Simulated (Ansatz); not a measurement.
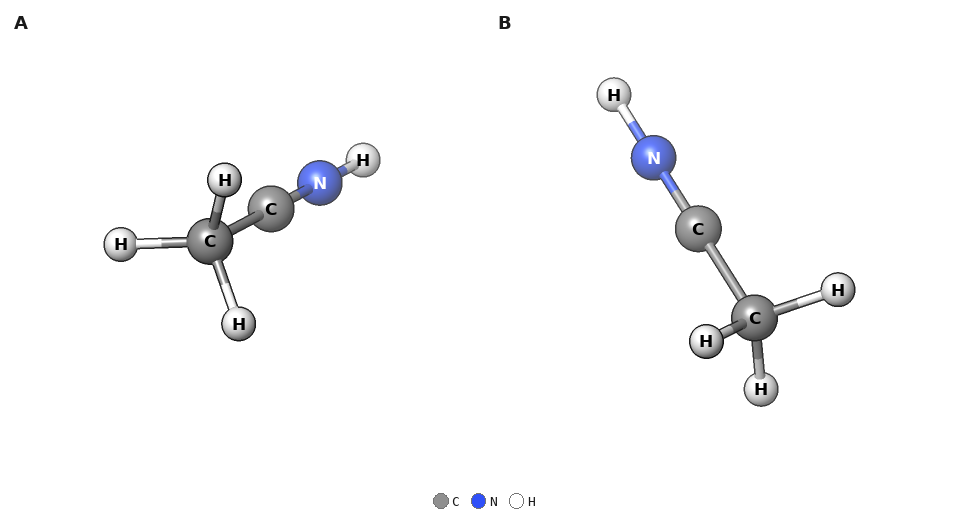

Depth is shown by fading: the farther an atom, the more it takes the colour of the background. State: charge +1, singlet. The geometry was computed by an optimisation with PBE0-D4/def2-TZVP. No frequency run is at hand to confirm it as a minimum.

Can A be turned into B by a rotation alone?

Yes. They are the same structure, C2H4N (charge +1), seen from two directions. With point group C3v it is achiral, so its mirror image would be the same too.
